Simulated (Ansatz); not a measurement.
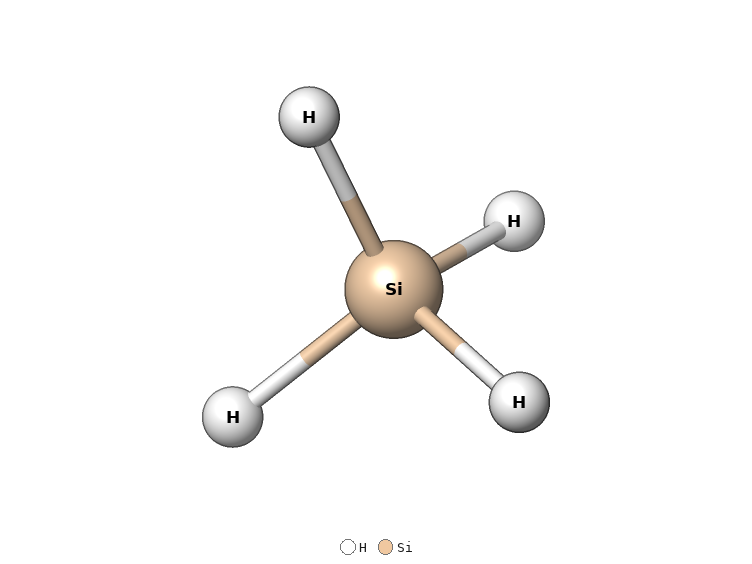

Ball-and-stick drawing of a structure. Every bond is drawn as one stick, whatever its order.

Computed geometry: PBE0-D4/def2-TZVP optimisation.

What does the picture show?

Formula SiH4. The point group is Td. Coordination: 1 Si tetrahedral.

The parts below concern this one geometry. Atoms keep their numbers from picture to picture.

**Thermal motion**

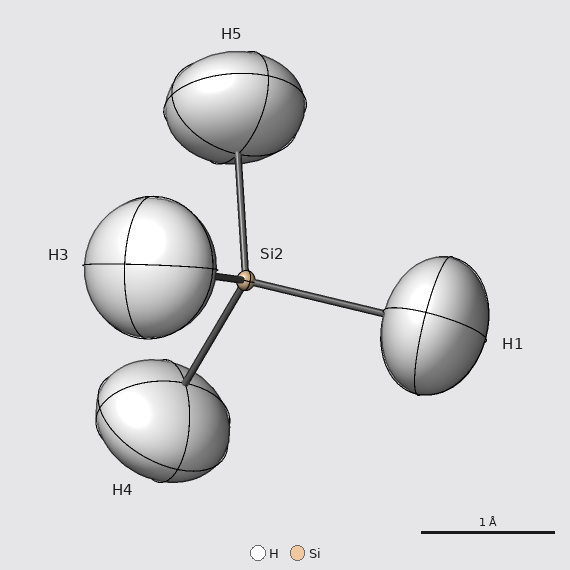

Displacement ellipsoids at the 50 % level, enlarged 3 times, from the internal vibrations of the free molecule (harmonic, no overall translation or rotation; no half-axis is drawn under 0.075 Å). Vibrations computed with RKS PBE0-D4/def2-TZVP (Ansatz 0.2.0). Temperature: 600 K.

Which atom moves most?

H1, H3, H4, H5, with U_eq = 0.0112 Å².

Does H3 move more along its bond or across it?

Across it: the root-mean-square amplitude is 0.085 Å along the bond and up to 0.115 Å across, since bending and torsion are softer than stretching.

Give the displacement parameters, one line for each set of equivalent atoms.

```json
{"atom": "H1, H3, H4, H5", "U_eq (Å²)": "0.0112", "rms amplitudes (Å)": "0.085, 0.115, 0.115"}
{"atom": "Si2", "U_eq (Å²)": "0.00008", "rms amplitudes (Å)": "0.009, 0.009, 0.009"}
```

**Vibrations**

Harmonic vibrations computed with RKS PBE0-D4/def2-TZVP (Ansatz 0.2.0) at a stationary point of the same level.

How many vibrational modes are there, and where do they lie?

9 modes: 906, 906, 906, 968, 968, 2237, 2246, 2246, 2246 cm⁻¹.

**Electronic properties**

Method: RHF-CCSD(T), frozen core/def2-TZVPP (Ansatz 0.2.0).

What is the T1 diagnostic?

0.011.

**Charges**

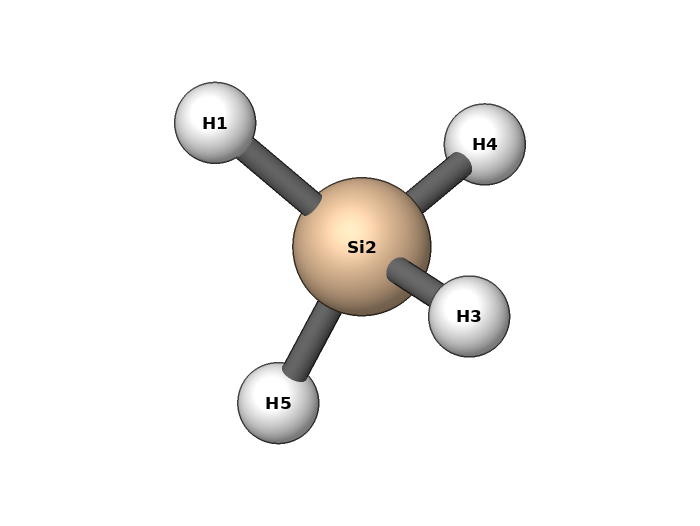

The questions are on Mulliken charges. Method: RKS PBE0-D4/def2-TZVP (Ansatz 0.2.0).

Give the Mulliken charges atom by atom.

```
atom  value (e)
  H1      −0.02
 Si2       0.07
  H3      −0.02
  H4      −0.02
  H5      −0.02
```

Mulliken values depend strongly on the basis set and can even reverse the polarity of a bond.
